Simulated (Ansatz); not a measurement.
# Nudged elastic band, with input and output: C2H10AlNO

C2H10AlNO, set up with RKS PBE0-D4/6-31G* (Ansatz 0.2.0).

One setting was made poor on purpose. It belongs to a series of runs on one base structure; here: band between the two ends.

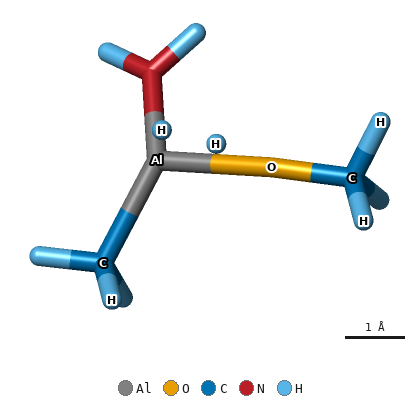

The starting structure (stick view, seen at a tilt). Sticks mark near contacts. Bond lengths as drawn: Al–C 1.99 Å, Al–N 1.78 Å, Al–O 2.18 Å, C–H 1.09 to 1.10 Å, C–O 1.39 Å and H–N 1.01 Å.

**Input file**
```yaml
crystal:
  periodic: [false, false, false]
  atoms:
    - { symbol: Al, position_ang: [-0.8447, -0.3708, -0.2104] }
    - { symbol: O, position_ang: [0.8697, 0.8178, 0.4107] }
    - { symbol: C, position_ang: [2.1013, 1.4595, 0.3984] }
    - { symbol: C, position_ang: [-0.6176, -2.3281, 0.0302] }
    - { symbol: "N", position_ang: [-1.8022, 0.5637, -1.379] }
    - { symbol: H, position_ang: [-0.1101, 0.7955, 1.2382] }
    - { symbol: H, position_ang: [-0.996, 0.5305, 1.5718] }
    - { symbol: H, position_ang: [2.6999, 1.159, 1.2682] }
    - { symbol: H, position_ang: [2.6538, 1.1992, -0.5092] }
    - { symbol: H, position_ang: [1.9656, 2.5486, 0.4217] }
    - { symbol: H, position_ang: [-0.102, -2.5411, 0.9718] }
    - { symbol: H, position_ang: [-1.5789, -2.8453, 0.0699] }
    - { symbol: H, position_ang: [-0.0385, -2.8093, -0.7638] }
    - { symbol: H, position_ang: [-1.5654, 1.5164, -1.6293] }
    - { symbol: H, position_ang: [-2.6347, 0.3043, -1.8892] }
basis:
  gaussian: { orbitals: "6-31G*" }
hamiltonian:
  xc: pbe0
  dispersion: d4
neb:
  order_check: false
  images: 7
  f_tol: 0.03
  max_iterations: 60
  final_atoms:
    - { symbol: Al, position_ang: [-0.8447, -0.3708, -0.2104] }
    - { symbol: O, position_ang: [0.8697, 0.8178, 0.4107] }
    - { symbol: C, position_ang: [2.1013, 1.4595, 0.3984] }
    - { symbol: C, position_ang: [-0.6176, -2.3281, 0.0302] }
    - { symbol: "N", position_ang: [-1.8022, 0.5637, -1.379] }
    - { symbol: H, position_ang: [-0.1101, 0.7955, 1.2382] }
    - { symbol: H, position_ang: [-0.996, 0.5305, 1.5718] }
    - { symbol: H, position_ang: [2.6999, 1.159, 1.2682] }
    - { symbol: H, position_ang: [2.6538, 1.1992, -0.5092] }
    - { symbol: H, position_ang: [1.9656, 2.5486, 0.4217] }
    - { symbol: H, position_ang: [-0.102, -2.5411, 0.9718] }
    - { symbol: H, position_ang: [-1.5789, -2.8453, 0.0699] }
    - { symbol: H, position_ang: [-0.0385, -2.8093, -0.7638] }
    - { symbol: H, position_ang: [-1.5654, 1.5164, -1.6293] }
    - { symbol: H, position_ang: [-2.6347, 0.3043, -1.8892] }
  initial_path:
    images:
      - { positions_ang: [[-0.8447, -0.3708, -0.2104], [0.8697, 0.8178, 0.4107], [2.1013, 1.4595, 0.3984], [-0.6176, -2.3281, 0.0302], [-1.8022, 0.5637, -1.379], [-0.1101, 0.7955, 1.2382], [-0.996, 0.5305, 1.5718], [2.6999, 1.159, 1.2682], [2.6538, 1.1992, -0.5092], [1.9656, 2.5486, 0.4217], [-0.102, -2.5411, 0.9718], [-1.5789, -2.8453, 0.0699], [-0.0385, -2.8093, -0.7638], [-1.5654, 1.5164, -1.6293], [-2.6347, 0.3043, -1.8892]] }
      - { positions_ang: [[-0.8447, -0.3708, -0.2104], [0.8697, 0.8178, 0.4107], [2.1013, 1.4595, 0.3984], [-0.6176, -2.3281, 0.0302], [-1.8022, 0.5637, -1.379], [-0.1101, 0.7955, 1.2382], [-0.996, 0.5305, 1.5718], [2.6999, 1.159, 1.2682], [2.6538, 1.1992, -0.5092], [1.9656, 2.5486, 0.4217], [-0.102, -2.5411, 0.9718], [-1.5789, -2.8453, 0.0699], [-0.0385, -2.8093, -0.7638], [-1.5654, 1.5164, -1.6293], [-2.6347, 0.3043, -1.8892]] }
      - { positions_ang: [[-0.8447, -0.3708, -0.2104], [0.8697, 0.8178, 0.4107], [2.1013, 1.4595, 0.3984], [-0.6176, -2.3281, 0.0302], [-1.8022, 0.5637, -1.379], [-0.1101, 0.7955, 1.2382], [-0.996, 0.5305, 1.5718], [2.6999, 1.159, 1.2682], [2.6538, 1.1992, -0.5092], [1.9656, 2.5486, 0.4217], [-0.102, -2.5411, 0.9718], [-1.5789, -2.8453, 0.0699], [-0.0385, -2.8093, -0.7638], [-1.5654, 1.5164, -1.6293], [-2.6347, 0.3043, -1.8892]] }
      - { positions_ang: [[-0.8447, -0.3708, -0.2104], [0.8697, 0.8178, 0.4107], [2.1013, 1.4595, 0.3984], [-0.6176, -2.3281, 0.0302], [-1.8022, 0.5637, -1.379], [-0.1101, 0.7955, 1.2382], [-0.996, 0.5305, 1.5718], [2.6999, 1.159, 1.2682], [2.6538, 1.1992, -0.5092], [1.9656, 2.5486, 0.4217], [-0.102, -2.5411, 0.9718], [-1.5789, -2.8453, 0.0699], [-0.0385, -2.8093, -0.7638], [-1.5654, 1.5164, -1.6293], [-2.6347, 0.3043, -1.8892]] }
      - { positions_ang: [[-0.8447, -0.3708, -0.2104], [0.8697, 0.8178, 0.4107], [2.1013, 1.4595, 0.3984], [-0.6176, -2.3281, 0.0302], [-1.8022, 0.5637, -1.379], [-0.1101, 0.7955, 1.2382], [-0.996, 0.5305, 1.5718], [2.6999, 1.159, 1.2682], [2.6538, 1.1992, -0.5092], [1.9656, 2.5486, 0.4217], [-0.102, -2.5411, 0.9718], [-1.5789, -2.8453, 0.0699], [-0.0385, -2.8093, -0.7638], [-1.5654, 1.5164, -1.6293], [-2.6347, 0.3043, -1.8892]] }
      - { positions_ang: [[-0.8447, -0.3708, -0.2104], [0.8697, 0.8178, 0.4107], [2.1013, 1.4595, 0.3984], [-0.6176, -2.3281, 0.0302], [-1.8022, 0.5637, -1.379], [-0.1101, 0.7955, 1.2382], [-0.996, 0.5305, 1.5718], [2.6999, 1.159, 1.2682], [2.6538, 1.1992, -0.5092], [1.9656, 2.5486, 0.4217], [-0.102, -2.5411, 0.9718], [-1.5789, -2.8453, 0.0699], [-0.0385, -2.8093, -0.7638], [-1.5654, 1.5164, -1.6293], [-2.6347, 0.3043, -1.8892]] }
      - { positions_ang: [[-0.8447, -0.3708, -0.2104], [0.8697, 0.8178, 0.4107], [2.1013, 1.4595, 0.3984], [-0.6176, -2.3281, 0.0302], [-1.8022, 0.5637, -1.379], [-0.1101, 0.7955, 1.2382], [-0.996, 0.5305, 1.5718], [2.6999, 1.159, 1.2682], [2.6538, 1.1992, -0.5092], [1.9656, 2.5486, 0.4217], [-0.102, -2.5411, 0.9718], [-1.5789, -2.8453, 0.0699], [-0.0385, -2.8093, -0.7638], [-1.5654, 1.5164, -1.6293], [-2.6347, 0.3043, -1.8892]] }
      - { positions_ang: [[-0.8447, -0.3708, -0.2104], [0.8697, 0.8178, 0.4107], [2.1013, 1.4595, 0.3984], [-0.6176, -2.3281, 0.0302], [-1.8022, 0.5637, -1.379], [-0.1101, 0.7955, 1.2382], [-0.996, 0.5305, 1.5718], [2.6999, 1.159, 1.2682], [2.6538, 1.1992, -0.5092], [1.9656, 2.5486, 0.4217], [-0.102, -2.5411, 0.9718], [-1.5789, -2.8453, 0.0699], [-0.0385, -2.8093, -0.7638], [-1.5654, 1.5164, -1.6293], [-2.6347, 0.3043, -1.8892]] }
      - { positions_ang: [[-0.8447, -0.3708, -0.2104], [0.8697, 0.8178, 0.4107], [2.1013, 1.4595, 0.3984], [-0.6176, -2.3281, 0.0302], [-1.8022, 0.5637, -1.379], [-0.1101, 0.7955, 1.2382], [-0.996, 0.5305, 1.5718], [2.6999, 1.159, 1.2682], [2.6538, 1.1992, -0.5092], [1.9656, 2.5486, 0.4217], [-0.102, -2.5411, 0.9718], [-1.5789, -2.8453, 0.0699], [-0.0385, -2.8093, -0.7638], [-1.5654, 1.5164, -1.6293], [-2.6347, 0.3043, -1.8892]] }
```

Launch command:
```bash
ansatz run input.yaml --threads 2 --pin off --max-ram 3072MiB --backend cpu --events-out ev --progress --plain --runs-dir out
```

**What the program printed**
```
Error: invalid value for `neb.final_atoms`: is identical to crystal.atoms — the two endpoints must differ for a path to exist
```

**What the run reported**

```csv
quantity,value
outcome,refused by the program
hardware,"2 threads of Arm Neoverse V1, 24 GiB of memory available, shared host"
```

**What went wrong**

The program refused the input: “invalid value for `neb.final_atoms`: is identical to crystal.atoms — the two endpoints must differ for a path to exist” A deliberately poor setting: ends not relaxed.
